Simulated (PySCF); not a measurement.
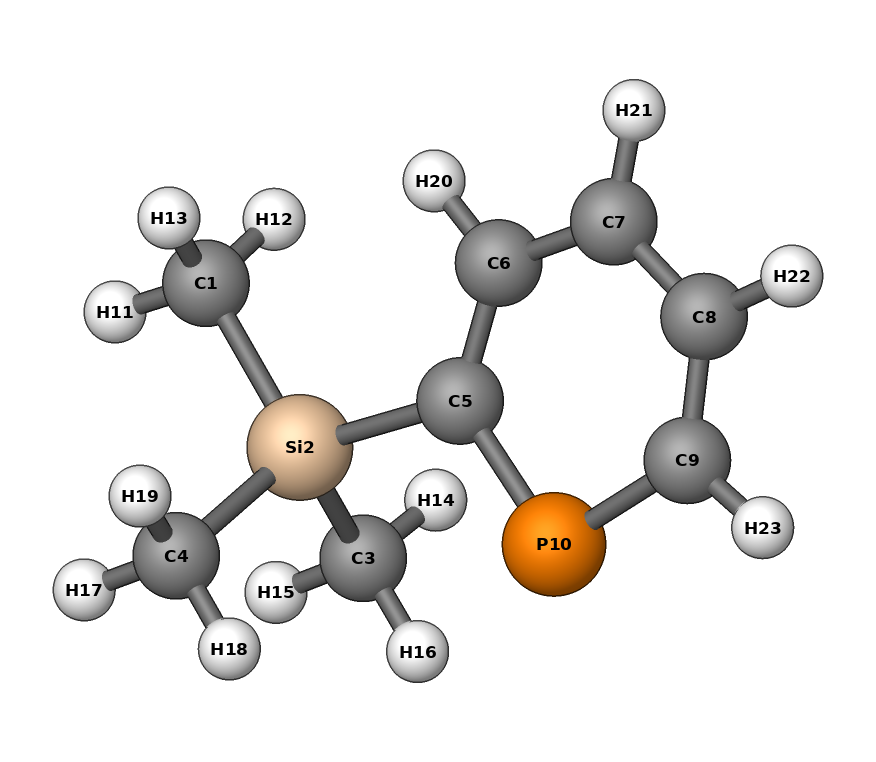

Computed geometry: GFN2-xTB optimisation. No frequency run is at hand to confirm it as a minimum. Level of theory: GIAO PBE0/pcSseg-1 NMR shielding, non-relativistic, gas phase (PySCF 2.14.0). Principal shieldings σ11 ≤ σ22 ≤ σ33, span Ω = σ33 − σ11, skew κ = 3(σiso − σ22)/Ω.

Give the shielding tensors of the P atoms.

```csv
atom,σ11,σ22,σ33,σiso,Ω,κ
P10,−248.0,−101.7,518.4,56.2,766.4,0.62
```

Shieldings and span in ppm.

The geometry is semi-empirical. Around P, Si such bond lengths and angles can be off by a tenth of an ångström or more and by several degrees, and values that hang on the shape move with them.
